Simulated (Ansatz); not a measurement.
**CH$_{9}$ClSi$_{2}$: geometry relaxation (part 2 of 2)**

CH$_{9}$ClSi$_{2}$; RKS PBE/def2-SVP (Ansatz 0.2.0). The input holds or restrains some coordinates. It belongs to a series of runs on one base structure; here: pulled along the bonds that form and break, towards end A.

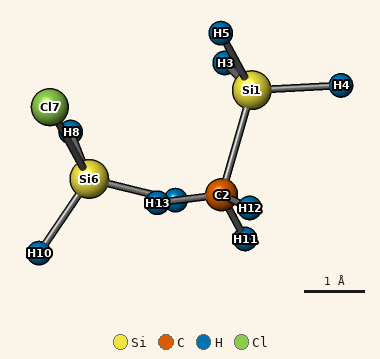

*The geometry at step 13 of the log (ball-and-stick view, seen at a tilt; atoms are numbered from 1 in the order of the input).*

## Trajectory as extended XYZ, continued
```
13
Properties=species:S:1:pos:R:3:forces:R:3 step=6 energy=-29436.01616
Si   -0.7983    1.3215    0.5969    0.2803   0.1701   0.3864
C    -0.6053    0.5317   -1.1074    0.1625  -0.1015  -0.5267
H    -0.5002    0.6185    1.9072   -0.0601  -0.2127  -0.3219
H    -2.2580    1.6458    0.6078   -0.1642   0.2323   0.1157
H     0.0464    2.5659    0.6092   -0.1136   0.0627   0.0584
Si    1.0820   -1.6975    0.3667    0.0664  -0.1371  -0.0566
Cl    2.3431   -0.0126    0.7220   -0.5585   0.2434  -0.2326
H     0.6221   -1.9402    1.7808    0.4992  -0.5834  -0.0308
H    -0.2209   -2.0322   -0.3776    0.2766   0.6924   0.1076
H     2.0788   -2.3039   -0.5846   -0.0038  -0.7401   0.5004
H    -1.5310   -0.0319   -1.3518   -0.0195   0.3126  -0.1862
H    -0.4812    1.4596   -1.7155   -0.4445  -0.2260  -0.2203
H     0.2226   -0.1245   -1.4538    0.0792   0.2872   0.4067
13
Properties=species:S:1:pos:R:3:forces:R:3 step=7 energy=-29436.49439
Si   -0.8253    1.3546    0.5820    0.2072   0.0338   0.3796
C    -0.6090    0.5471   -1.1049   -0.3155   0.3982  -0.7200
H    -0.5165    0.5747    1.8436   -0.0717  -0.1156  -0.2368
H    -2.2852    1.6950    0.6307   -0.0840   0.1794   0.0670
H     0.0241    2.5926    0.6269   -0.0801   0.0764   0.0612
Si    1.1092   -1.7007    0.3683    0.3963  -0.4473   0.2644
Cl    2.3232    0.0166    0.6749   -0.5203  -0.0158  -0.2585
H     0.7188   -2.0721    1.7749    0.3689  -0.3272  -0.0957
H    -0.1966   -1.8842   -0.3750    0.1934   0.4872   0.0612
H     2.0798   -2.4740   -0.4891   -0.0892  -0.3543   0.4118
H    -1.5275   -0.0156   -1.3738    0.0475   0.0477  -0.0394
H    -0.5453    1.4445   -1.7652   -0.1985  -0.1384  -0.1072
H     0.2506   -0.0783   -1.3934    0.1460   0.1760   0.2127
13
Properties=species:S:1:pos:R:3:forces:R:3 step=8 energy=-29436.78848
Si   -0.8535    1.3777    0.5729    0.0916   0.1350   0.2773
C    -0.5975    0.5651   -1.1031   -0.6397   0.6662  -0.9859
H    -0.5494    0.5244    1.7795   -0.0646  -0.0682  -0.0837
H    -2.3090    1.7653    0.6493    0.0279   0.0279   0.0062
H    -0.0134    2.6203    0.6590   -0.0135   0.0254   0.0669
Si    1.1038   -1.7229    0.3653    0.7993  -0.5783   0.5221
Cl    2.2904    0.0206    0.5751   -0.3702  -0.1740  -0.1387
H     0.8370   -2.1926    1.7722    0.0596  -0.0421  -0.1347
H    -0.1940   -1.7060   -0.3813    0.1602   0.0976   0.1293
H     2.0601   -2.6260   -0.3747   -0.1995  -0.0944   0.1179
H    -1.4751   -0.0681   -1.3640    0.1641  -0.0136   0.0329
H    -0.6263    1.4293   -1.8183   -0.0417  -0.2194   0.0979
H     0.3271    0.0131   -1.3319    0.0266   0.2379   0.0925
13
Properties=species:S:1:pos:R:3:forces:R:3 step=9 energy=-29436.87464
Si   -0.8642    1.3966    0.5660   -0.0114   0.0880   0.2760
C    -0.5740    0.5829   -1.1021   -0.7221   0.5314  -1.2534
H    -0.5858    0.4911    1.7389   -0.0291  -0.0134  -0.0146
H    -2.3195    1.7920    0.6458    0.0507   0.0019  -0.0208
H    -0.0266    2.6383    0.7004   -0.0011  -0.0172   0.0360
Si    1.1110   -1.7293    0.3657    0.7541  -0.6860   0.5232
Cl    2.2828    0.0294    0.5067   -0.2089  -0.3688  -0.0564
H     0.8630   -2.2173    1.7660    0.0599   0.0681  -0.0201
H    -0.1942   -1.6470   -0.3381    0.0218   0.0779   0.0106
H     1.9750   -2.7384   -0.3575   -0.0814   0.1460   0.0674
H    -1.3639   -0.1838   -1.3284    0.4022   0.2841   0.1057
H    -0.7400    1.4129   -1.8510    0.0655  -0.3683   0.2581
H     0.4366    0.1728   -1.3123   -0.3001   0.2564   0.0883
13
Properties=species:S:1:pos:R:3:forces:R:3 step=11 energy=-29436.91388
Si   -0.8721    1.3836    0.5421   -0.0348   0.0426   0.2949
C    -0.5501    0.5820   -1.1283   -0.5574   0.7316  -0.7290
H    -0.6520    0.4385    1.6948   -0.0144  -0.0119   0.0195
H    -2.3125    1.8238    0.6084    0.0043   0.0044  -0.0359
H     0.0016    2.5903    0.7471   -0.0105  -0.0066  -0.0269
Si    1.0872   -1.7270    0.3840    0.6312  -0.4420   0.6172
Cl    2.2768    0.0204    0.5036   -0.1531  -0.3396  -0.0320
H     0.9699   -2.2410    1.7910    0.0539  -0.0163  -0.0309
H    -0.2856   -1.5664   -0.1611    0.0783  -0.0050   0.0091
H     1.8653   -2.7072   -0.4483   -0.0323   0.0450  -0.0224
H    -1.2149   -0.2737   -1.3389   -0.0495  -0.0302   0.0181
H    -0.8128    1.3628   -1.8752    0.0036   0.0210  -0.0932
H     0.4994    0.3142   -1.3194    0.0806   0.0068   0.0117
13
Properties=species:S:1:pos:R:3:forces:R:3 step=12 energy=-29436.92214
Si   -0.8773    1.3544    0.5241   -0.0564   0.1388   0.2961
C    -0.5424    0.5738   -1.1544   -0.5290   0.7691  -0.6832
H    -0.7002    0.3932    1.6742   -0.0186   0.0402  -0.0071
H    -2.3067    1.8337    0.5631    0.0025  -0.0148  -0.0167
H     0.0176    2.5432    0.7517   -0.0280  -0.0274  -0.0174
Si    1.0784   -1.6982    0.4287    0.5579  -0.6173   0.4362
Cl    2.2906    0.0357    0.5315   -0.2212  -0.3260   0.0249
H     1.0968   -2.3088    1.8156    0.0202   0.0937  -0.2318
H    -0.3482   -1.4947    0.0091    0.3089  -0.0641   0.1340
H     1.7783   -2.6261   -0.5442   -0.1449   0.1514   0.1282
H    -1.2099   -0.2711   -1.3926   -0.0975  -0.0676   0.0151
H    -0.7830    1.3792   -1.8895    0.0882  -0.1189  -0.0261
H     0.5062    0.2859   -1.3174    0.1180   0.0430  -0.0522
13
Properties=species:S:1:pos:R:3:forces:R:3 step=13 energy=-29436.93480
Si   -0.8839    1.3667    0.5173   -0.1087   0.1440   0.2891
C    -0.5282    0.5749   -1.1513   -0.4660   0.6876  -0.6807
H    -0.7279    0.4156    1.6783   -0.0018   0.0379  -0.0153
H    -2.3163    1.8386    0.5319    0.0064   0.0024  -0.0148
H     0.0040    2.5586    0.7503   -0.0181  -0.0145  -0.0169
Si    1.0742   -1.7084    0.4271    0.5847  -0.5646   0.4721
Cl    2.2764    0.0310    0.5478   -0.1948  -0.3205   0.0232
H     1.1664   -2.3487    1.7953   -0.0058   0.0527  -0.2127
H    -0.3717   -1.5035    0.0900    0.2606  -0.0312   0.1014
H     1.7309   -2.6037   -0.6010   -0.1217   0.1412   0.1053
H    -1.1859   -0.2795   -1.3824   -0.0900  -0.0766   0.0106
H    -0.7637    1.3626   -1.9050    0.0636  -0.0798  -0.0151
H     0.5260    0.2959   -1.2984    0.0917   0.0215  -0.0462
13
Properties=species:S:1:pos:R:3:forces:R:3 step=14 energy=-29436.96743
Si   -0.8970    1.3930    0.4990   -0.1589   0.1877   0.2570
C    -0.5083    0.5598   -1.1422   -0.3511   0.5054  -0.7305
H    -0.7631    0.4746    1.6870   -0.0084   0.0292  -0.0240
H    -2.3311    1.8622    0.4717    0.0177   0.0020  -0.0117
H    -0.0190    2.5905    0.7256    0.0087   0.0243  -0.0220
Si    1.0784   -1.7202    0.4410    0.5609  -0.4919   0.3170
Cl    2.2531    0.0333    0.6273   -0.1553  -0.3913   0.0842
H     1.2662   -2.5008    1.7242    0.0304   0.1020  -0.2012
H    -0.3826   -1.4699    0.2480    0.1744  -0.0539   0.1171
H     1.6349   -2.5045   -0.7297   -0.0955   0.1506   0.1702
H    -1.1531   -0.3161   -1.3409    0.0062  -0.0270   0.0052
H    -0.7353    1.2994   -1.9437   -0.0096  -0.0065   0.0311
H     0.5572    0.2992   -1.2673   -0.0195  -0.0307   0.0077
13
Properties=species:S:1:pos:R:3:forces:R:3 step=15 energy=-29437.00878
Si   -0.9013    1.4226    0.4739   -0.1910   0.1908   0.2540
C    -0.4986    0.5509   -1.1449   -0.2817   0.3650  -0.6962
H    -0.7868    0.5276    1.6802   -0.0082   0.0326  -0.0251
H    -2.3347    1.8921    0.4197    0.0186   0.0083  -0.0193
H    -0.0267    2.6248    0.6862    0.0196   0.0237  -0.0277
Si    1.0677   -1.7393    0.4391    0.6899  -0.4369   0.4918
Cl    2.2217    0.0118    0.7751   -0.2242  -0.3907  -0.0665
H     1.3983   -2.6156    1.6379   -0.0864   0.0899  -0.3318
H    -0.4116   -1.4937    0.4220    0.2211  -0.0547   0.0384
H     1.5599   -2.3985   -0.8407   -0.1715   0.2140   0.2639
H    -1.1360   -0.3394   -1.3164    0.0703   0.0223   0.0171
H    -0.7237    1.2589   -1.9748   -0.0217  -0.0097   0.0563
H     0.5722    0.2979   -1.2573   -0.0346  -0.0546   0.0451
13
Properties=species:S:1:pos:R:3:forces:R:3 step=16 energy=-29437.04697
Si   -0.9108    1.4482    0.4545   -0.1706   0.1678   0.2233
C    -0.4857    0.5335   -1.1350   -0.2614   0.3271  -0.6530
H    -0.8151    0.5806    1.6811   -0.0070   0.0383  -0.0099
H    -2.3415    1.9203    0.3673    0.0177   0.0155  -0.0177
H    -0.0312    2.6522    0.6410    0.0051   0.0150  -0.0144
Si    1.0820   -1.7423    0.4665    0.4917  -0.4878   0.2287
Cl    2.1932    0.0268    0.8417   -0.1687  -0.5053   0.0519
H     1.4648   -2.7661    1.5325   -0.0115   0.3123  -0.2968
H    -0.4011   -1.5178    0.5556    0.2299  -0.0163   0.0564
H     1.4795   -2.2666   -0.9073   -0.1164   0.1709   0.3406
H    -1.1174   -0.3631   -1.2908    0.0432   0.0055   0.0224
H    -0.7022    1.2208   -1.9842   -0.0022  -0.0315   0.0442
H     0.5859    0.2737   -1.2228   -0.0497  -0.0116   0.0243
13
Properties=species:S:1:pos:R:3:forces:R:3 step=18 energy=-29437.10783
Si   -0.9135    1.5114    0.4210   -0.1643   0.1799   0.1837
C    -0.4876    0.5026   -1.1108   -0.2035   0.2388  -0.6027
H    -0.9062    0.7003    1.6889    0.0040   0.0171  -0.0218
H    -2.3130    2.0530    0.2486    0.0303  -0.0055   0.0056
H     0.0176    2.6822    0.5713    0.0049  -0.0030   0.0064
Si    1.0824   -1.7860    0.4601    0.6314  -0.1411   0.3832
Cl    2.0918   -0.0243    1.0701   -0.1232  -0.4158  -0.0675
H     1.6571   -2.9010    1.3103   -0.1051   0.1462  -0.1721
H    -0.3847   -1.6591    0.7320    0.0607  -0.0234  -0.0194
H     1.4007   -2.0364   -0.9935   -0.1050   0.0062   0.1811
H    -1.1066   -0.4113   -1.1987   -0.0036   0.0003   0.0091
H    -0.7206    1.1306   -2.0003   -0.0014  -0.0468   0.0445
H     0.5828    0.2383   -1.1989   -0.0252   0.0472   0.0699
13
Properties=species:S:1:pos:R:3:forces:R:3 step=19 energy=-29437.06838 accepted=F
Si   -0.8959    1.5175    0.3983   -0.6935   0.3526   0.1117
C    -0.5178    0.4841   -1.1239   -0.0573   0.2851  -0.3039
H    -0.9140    0.7221    1.6733    0.0327  -0.0324  -0.0219
H    -2.2805    2.0790    0.2073   -0.0606   0.1082   0.1230
H     0.0520    2.6751    0.5525    0.0408  -0.0559  -0.0601
Si    1.0861   -1.7687    0.4620    0.3571  -0.0783   0.3868
Cl    2.0703   -0.0336    1.1656   -0.0834  -0.3838  -0.1433
H     1.6927   -2.9327    1.1762    0.0867  -0.0657   0.0699
H    -0.3644   -1.6969    0.8013   -0.0651   0.0326   0.0452
H     1.2923   -1.9316   -1.0052    0.0767   0.0163  -0.0998
H    -1.0657   -0.4771   -1.1756    0.0436   0.0712   0.0687
H    -0.7201    1.0418   -2.0652   -0.0002   0.0228   0.1701
H     0.5654    0.3210   -1.0667    0.3226  -0.2727  -0.3463
13
Properties=species:S:1:pos:R:3:forces:R:3 step=20 energy=-29437.11798
Si   -0.9154    1.5172    0.4061   -0.1816   0.2177   0.2247
C    -0.4820    0.5011   -1.1151   -0.1475   0.2079  -0.5033
H    -0.9017    0.7094    1.6745   -0.0119   0.0091  -0.0023
H    -2.3097    2.0683    0.2413   -0.0050   0.0035  -0.0001
H     0.0261    2.6802    0.5512    0.0008   0.0087   0.0033
Si    1.0769   -1.7855    0.4659    0.4815  -0.0633   0.3982
Cl    2.0666   -0.0315    1.1172   -0.0837  -0.4008  -0.0968
H     1.6790   -2.9195    1.2465   -0.0086   0.0138  -0.0281
H    -0.3812   -1.6907    0.7795   -0.0084   0.0031   0.0054
H     1.3340   -1.9950   -0.9947   -0.0104   0.0091   0.0091
H    -1.0547   -0.4440   -1.1784   -0.0025   0.0079   0.0011
H    -0.7395    1.0983   -2.0158   -0.0061  -0.0169  -0.0044
H     0.6017    0.2919   -1.1783   -0.0167   0.0001  -0.0067
```

The run was set up as follows.

## The input
```yaml
crystal:
  periodic: [false, false, false]
  atoms:
    - { symbol: Si, position_ang: [-0.4403, 1.2716, 0.8192] }
    - { symbol: C, position_ang: [-0.3748, 0.1389, -1.0374] }
    - { symbol: H, position_ang: [-0.455, 0.6622, 2.1385] }
    - { symbol: H, position_ang: [-1.8913, 1.4614, 0.5655] }
    - { symbol: H, position_ang: [0.1366, 2.5882, 0.6169] }
    - { symbol: Si, position_ang: [0.608, -1.4491, 0.0787] }
    - { symbol: Cl, position_ang: [1.9378, 0.5283, 0.8048] }
    - { symbol: H, position_ang: [0.455, -1.6667, 1.5062] }
    - { symbol: H, position_ang: [-0.42, -2.3647, -0.4745] }
    - { symbol: H, position_ang: [1.8386, -1.8403, -0.5883] }
    - { symbol: H, position_ang: [-1.3878, -0.1923, -1.2439] }
    - { symbol: H, position_ang: [-0.2861, 1.1737, -1.3903] }
    - { symbol: H, position_ang: [0.2795, -0.311, -1.7954] }
basis:
  gaussian: { orbitals: def2-SVP }
hamiltonian:
  xc: pbe
relax:
  f_tol: 0.15
  max_steps: 25
  restrain:
    - { distance: [0, 6], at: 3.43, k: 30.0 }
    - { distance: [5, 1], at: 3.17, k: 30.0 }
    - { distance: [0, 1], at: 1.87, k: 30.0 }
    - { distance: [5, 6], at: 2.13, k: 30.0 }
```

Launch command:
```bash
ansatz run input.yaml --threads 2 --pin off --max-ram 3072MiB --backend cpu --events-out ev --progress --plain --runs-dir out
```

## Results in brief

- outcome: converged under the restraints of the input
- total energy: −29437.1180 eV
- mean-field energy: −29437.1180 eV
- largest force (length of the vector) at the end, held atoms and coordinates included: 0.628 eV/Å
- hardware: 2 threads of Arm Neoverse V2, 24 GiB of memory available, shared host
- wall time: 39 s (CPU time 76 s)
- peak memory: 0.15 GiB
